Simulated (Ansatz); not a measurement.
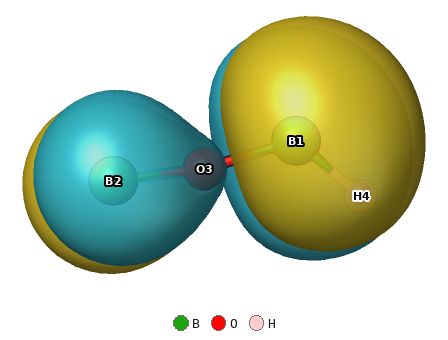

Figure. B2HO (doublet). One frontier orbital at ±0.06 Å⁻³ᐟ² (yellow and cyan are the two phases), seen across its widest extent.

Geometry: PBE0-D4/def2-TZVP.

Level of theory: UKS PBE0-D4/def2-TZVPP (Ansatz 0.2.0).

### Which orbital is it: HOMO (α) or LUMO (α)?

The LUMO (α), at −2.50 eV. It lies mainly on B1 (about 60 %), B2 (about 25 %), O3 (about 10 %) and H4 (about 5 %); it changes sign across the molecular plane (π type); π-bonding across B2–O3.
